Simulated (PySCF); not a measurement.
**BrH₂⁺: rigid scans about the minimum**

How stiff is BrH₂⁺ (singlet) against rigid distortions? The scans start from its PBE0 minimum.

Method: PBE0, basis Br def2-TZVP, H def2-TZVP, no relativity, density fitting; program: PySCF 2.14.0.

**1. The starting structure**

3 atoms, charge 1, spin multiplicity 1.

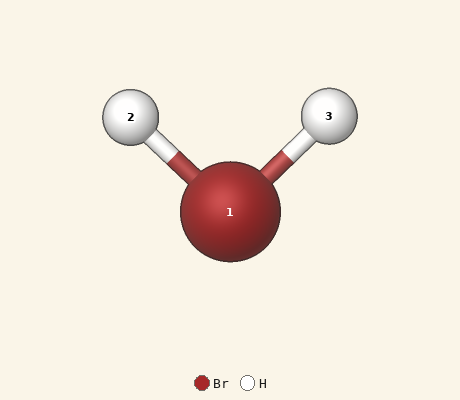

Start geometry, drawn with bromine red, hydrogen white; atoms are numbered from 1 in the order of the file.

```xyz
3
charge 1 multiplicity 1
Br    0.0000    0.0000   -0.0249
H     1.0458    0.0000    0.9753
H    -1.0458    0.0000    0.9753
```

**2. Fields at the lowest minimum**

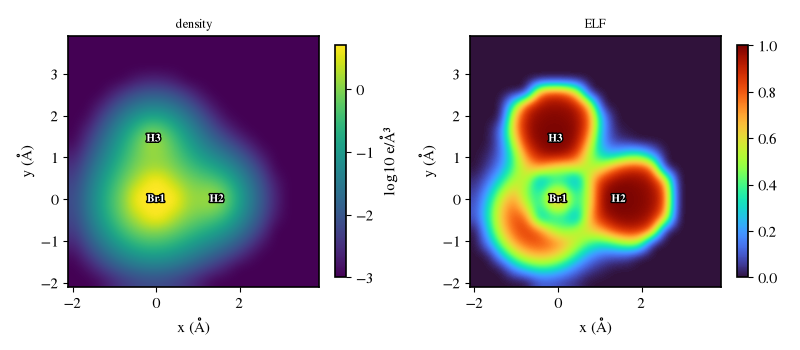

The plane holds Br1 at (0.00, 0.00), H2 at (1.45, 0.00), H3 at (-0.06, 1.45) Å. ELF is set to 0 where the density is under 0.005 e/Å³; an orbital's overall sign is arbitrary.

The fields below are evaluated on a grid from the run's orbitals.

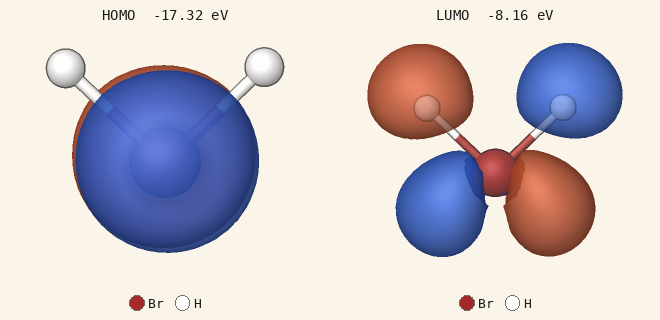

Frontier orbitals at PBE0; each surface holds 70 % of the orbital's density, blue and red mark the sign.

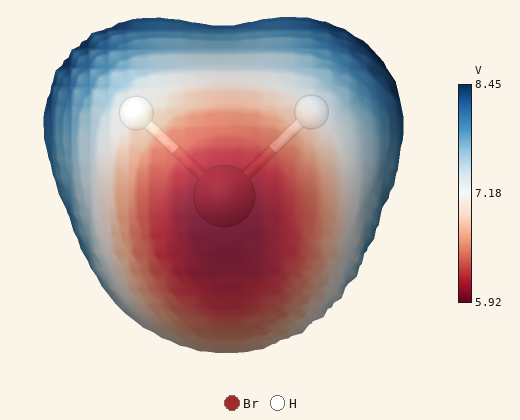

The potential that a unit positive charge feels on the 0.002 e/bohr³ surface, from the 1st to the 99th percentile, from 5.92 V near Br1 to 8.45 V near H3.

Along Br1–H2 (1.447 Å) the density is least, 1.33 e/Å³, about 1.01 Å from Br1; ELF there is 0.96.

Making the fields took 0.5 s on 2 threads of Arm Neoverse V2, shared host.

**3. Breathing scan**

One driver script runs all scans and calls PySCF for each point, on a (75, 302) grid.

Launch:

```bash
OMP_NUM_THREADS=2 python axn.py task.json out
```

A rigid scan with PBE0: all bonds to the central atom are scaled together. Each point starts from its neighbour's orbitals, and energies count from the minimum. Dipoles of the ion refer to the centre of mass.

| scale of all bonds to the centre | energy (kJ/mol) | dipole size (D) |
| --- | --- | --- |
| 0.88 | 90.7 | 1.64 |
| 0.92 | 36.2 | 1.76 |
| 0.96 | 8.2 | 1.89 |
| 1.00 | 0.0 | 2.04 |
| 1.04 | 6.7 | 2.19 |
| 1.08 | 24.5 | 2.35 |
| 1.14 | 65.6 | 2.60 |
| 1.22 | 136.6 | 2.96 |
| 1.35 | 267.4 | 3.60 |

The scan took 3.6 s.

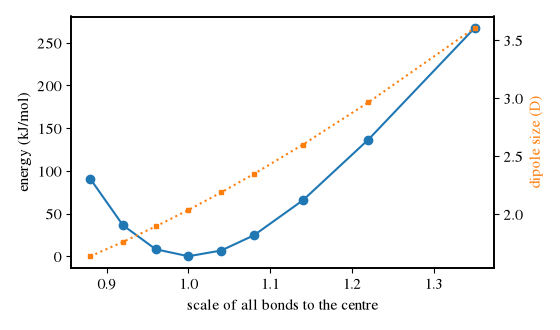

Energy (circles) and dipole moment (squares) along the scan.

**4. Stretching one bond**

A rigid scan with PBE0: the bond from Br to the last atom (H) is scaled and the rest held.

| scale of one bond | energy (kJ/mol) | dipole size (D) |
| --- | --- | --- |
| 0.92 | 18.1 | 1.91 |
| 0.96 | 4.1 | 1.97 |
| 1.00 | 0.0 | 2.04 |
| 1.05 | 5.1 | 2.14 |
| 1.12 | 25.0 | 2.30 |
| 1.20 | 58.4 | 2.53 |
| 1.35 | 132.1 | 3.05 |
| 1.55 | 226.3 | 3.90 |
| 1.80 | 318.3 | 5.10 |
| 2.20 | 405.3 | 7.07 |

The scan took 3.6 s.

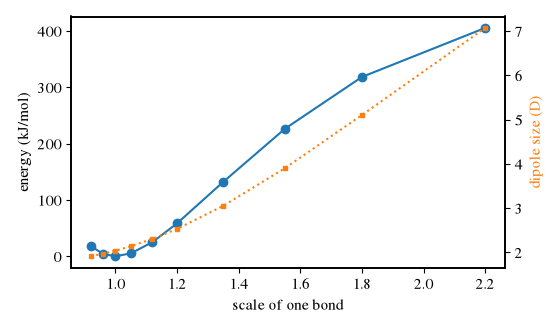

Energy (circles) and dipole moment (squares) along the scan.

A restricted determinant lies too high at long bonds, where the pair should uncouple.

**5. Bending curve**

A rigid scan with PBE0: the H–Br–H angle changes, with bonds held.

| bond angle (°) | energy (kJ/mol) | dipole size (D) |
| --- | --- | --- |
| 80 | 10.2 | 2.15 |
| 90 | 0.4 | 2.06 |
| 100 | 3.5 | 1.97 |
| 110 | 18.9 | 1.87 |
| 120 | 45.7 | 1.76 |
| 130 | 82.4 | 1.63 |
| 140 | 127.0 | 1.46 |
| 150 | 176.0 | 1.25 |
| 160 | 223.8 | 0.96 |
| 170 | 260.9 | 0.54 |
| 180 | 275.4 | 0.00 |

The scan took 4 s.

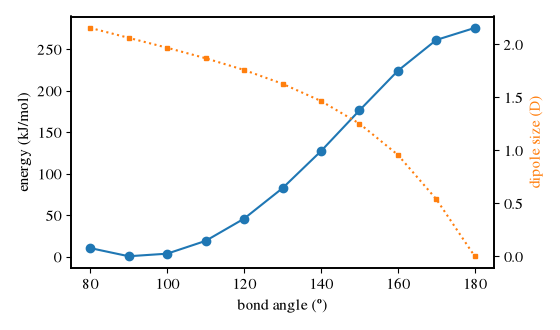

Energy (circles) and dipole moment (squares) along the scan.

**6. Results**

| quantity | value |
| --- | --- |
| all bonds 4 % longer | 6.7 kJ/mol |
| one bond 20 % longer | 58.4 kJ/mol |
| linear shape, bonds held | 275.4 kJ/mol |

What this shows: Shortening all bonds by 4 % costs 8.2 kJ/mol and lengthening them 6.7: the wall is steeper on the short side. Held rigid otherwise, the linear shape costs 275 kJ/mol.
